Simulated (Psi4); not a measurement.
# N2H3 (hydrazinyl radical): UHF/cc-pVQZ (density fitting, sweep point 6)

What is the vertical doublet–quartet gap of N2H3 (hydrazinyl radical) at UHF/cc-pVQZ (density fitting, sweep point 6)? Input form: a Python script.

Program for the calculation: Psi4 1.11.

8 further runs of the same task are left out: 8 that didn't finish.

## (1) Starting point

The species is N2H3 (5 atoms), meant as a doublet with charge 0. As SMILES, `[NH]N`. The shape is that of a GFN2-xTB optimisation. This is one conformer, not always the lowest.

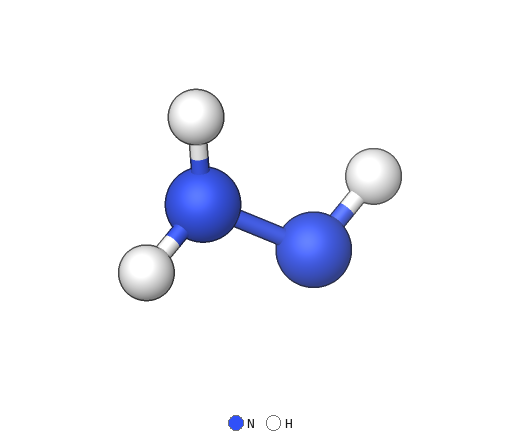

The structure, seen from a chosen angle (nitrogen blue, hydrogen white).

## (2) A single-point energy at UHF/cc-pVQZ (density fitting, sweep point 6)

job.py

```python
import psi4

psi4.set_memory('1600 MB')
psi4.set_num_threads(1)
psi4.set_output_file('output.dat', False)

molecule = psi4.geometry("""
0 2
N     -0.174970    -0.805480     0.447260
N     -0.126270     0.251970    -0.365880
H      0.751750    -0.989150     0.831090
H     -1.043070     0.577800    -0.638700
H      0.592550     0.964850    -0.273770
symmetry c1
""")

psi4.set_options({
    'reference': 'uhf',
    'puream': True,
    'scf_type': 'df',
    'maxiter': 150,
})

energy_value, wavefunction = psi4.energy("hf/cc-pVQZ", molecule=molecule, return_wfn=True)
print(f'hf/cc-pVQZ energy: {energy_value:.10f} Eh')
```

Started as:

```bash
python job.py
```

output.dat (excerpt; [...] marks lines left out):

```text
[...]
  Running in c1 symmetry.
[...]
  Nuclear repulsion =   36.700927742292535
[...]
  Multiplicity = 2
[...]
  Nalpha       = 9
  Nbeta        = 8
[...]
    Number of basis functions: 200
[...]
   @DF-UHF iter   1:  -110.54857596380069   -6.14080e-01   1.82533e-03 ADIIS/DIIS
[...]
   @DF-UHF iter  11:  -110.62936793689379   -1.49823e-07   5.48074e-07 DIIS
[...]
   @S^2 Observed:                7.661575720E-01
[...]
    Orbital Energies [Eh]
    ---------------------
    Alpha Occupied:
       1A    -15.596095     2A    -15.583810     3A     -1.309389
       4A     -1.004290     5A     -0.733435     6A     -0.647198
       7A     -0.597220     8A     -0.466682     9A     -0.354944
    Alpha Virtual:
      10A      0.113049    11A      0.141508    12A      0.172546
      13A      0.348873    14A      0.380872    15A      0.447793
      16A      0.456396    17A      0.476524    18A      0.483754
      19A      0.504487    20A      0.513869    21A      0.551255
      22A      0.571618    23A      0.602404    24A      0.645362
      25A      0.705201    26A      0.728531    27A      0.767607
[...]
  @DF-UHF Final Energy:  -110.62936793689379
   => Energetics <=
    Nuclear Repulsion Energy =             36.7009277422925351
    One-Electron Energy =                -222.8034995911148144
    Two-Electron Energy =                  75.4732039119284792
    Total Energy =                       -110.6293679368937859
  UHF NO Occupations:
  HONO-2 :    7  A 1.9972729
  HONO-1 :    8  A 1.9957477
[...]
 Multipole Moments:
 ------------------------------------------------------------------------------------
     Multipole            Electronic (a.u.)      Nuclear  (a.u.)        Total (a.u.)
 ------------------------------------------------------------------------------------
 L = 1.  Multiply by 2.5417464519 to convert [e a0] to [Debye]
 Dipole X            :         -0.1700510            0.6373496            0.4672986
 Dipole Y            :         -0.3894501            1.1710979            0.7816478
 Dipole Z            :          0.1276033           -0.1721823           -0.0445790
 Magnitude           :                                                    0.9117722
[...]
```

The script printed:

```text
hf/cc-pVQZ energy: -110.6293679369 Eh
```

It took 2.4 s on 1 thread of Intel Xeon 6975P-C (Granite Rapids), shared host; peak memory 0.34 GiB.

## (3) The quartet

run.py

```python
import psi4

psi4.set_memory('1600 MB')
psi4.set_num_threads(1)
psi4.core.set_output_file('run.log', False)

m = psi4.geometry("""
0 4
N     -0.174970    -0.805480     0.447260
N     -0.126270     0.251970    -0.365880
H      0.751750    -0.989150     0.831090
H     -1.043070     0.577800    -0.638700
H      0.592550     0.964850    -0.273770
symmetry c1
""")

psi4.set_options({
    'basis': 'cc-pVQZ',
    'reference': 'uhf',
    'puream': True,
    'scf_type': 'df',
    'maxiter': 150,
})

energy_value, wavefunction = psi4.energy("hf", molecule=m, return_wfn=True)
print('E =', round(energy_value, 9))
```

Started as:

```bash
python run.py
```

run.log (excerpt; [...] marks lines left out):

```text
[...]
  Running in c1 symmetry.
[...]
  Nuclear repulsion =   36.700927742292535
[...]
  Multiplicity = 4
[...]
  Nalpha       = 10
  Nbeta        = 7
[...]
    Number of basis functions: 200
[...]
   @DF-UHF iter   1:  -110.32418790769309   -3.89692e-01   1.47751e-03 DIIS/ADIIS
[...]
   @DF-UHF iter  33:  -110.39626683395267   -1.15499e-07   1.88120e-07 DIIS
[...]
   @S^2 Observed:                3.774357352E+00
[...]
    Orbital Energies [Eh]
    ---------------------
    Alpha Occupied:
       1A    -15.775590     2A    -15.688451     3A     -1.449611
       4A     -1.140818     5A     -0.864720     6A     -0.782218
       7A     -0.732809     8A     -0.676736     9A     -0.483399
      10A     -0.117717
    Alpha Virtual:
      11A      0.083176    12A      0.130033    13A      0.277181
      14A      0.318244    15A      0.372258    16A      0.386150
      17A      0.409004    18A      0.426407    19A      0.439327
      20A      0.448728    21A      0.497172    22A      0.512302
      23A      0.527146    24A      0.569954    25A      0.655965
[...]
  @DF-UHF Final Energy:  -110.39626683395267
   => Energetics <=
    Nuclear Repulsion Energy =             36.7009277422925351
    One-Electron Energy =                -220.7766313088708330
    Two-Electron Energy =                  73.6794367326256179
    Total Energy =                       -110.3962668339526658
  UHF NO Occupations:
  HONO-2 :    8  A 1.0000000
  HONO-1 :    9  A 1.0000000
[...]
 Multipole Moments:
 ------------------------------------------------------------------------------------
     Multipole            Electronic (a.u.)      Nuclear  (a.u.)        Total (a.u.)
 ------------------------------------------------------------------------------------
 L = 1.  Multiply by 2.5417464519 to convert [e a0] to [Debye]
 Dipole X            :         -2.2106848            0.6373496           -1.5733352
 Dipole Y            :         -0.8946136            1.1710979            0.2764842
 Dipole Z            :         -0.4107039           -0.1721823           -0.5828863
 Magnitude           :                                                    1.7004657
[...]
```

Standard output:

```text
E = -110.396266834
```

Wall time 4.2 s (1 thread of Intel Xeon 6975P-C (Granite Rapids), shared host); peak memory 0.34 GiB.

## (4) Summary of results

Level: UHF/cc-pVQZ (density fitting, sweep point 6).

```
                                        quantity          value
                           doublet: total energy  -110.62937 Eh
                          doublet: dipole moment         2.32 D
     doublet: HOMO energy (highest over α and β)       -9.66 eV
      doublet: LUMO energy (lowest over α and β)        3.08 eV
                                   doublet: ⟨S²⟩          0.766
                           quartet: total energy  -110.39627 Eh
                          quartet: dipole moment         4.32 D
     quartet: HOMO energy (highest over α and β)       -3.20 eV
      quartet: LUMO energy (lowest over α and β)       -0.98 eV
                                   quartet: ⟨S²⟩          3.774
vertical energy of the quartet above the doublet       6.343 eV
```

What this shows: At this shape the quartet lies 6.34 eV (612 kJ/mol) above the doublet.
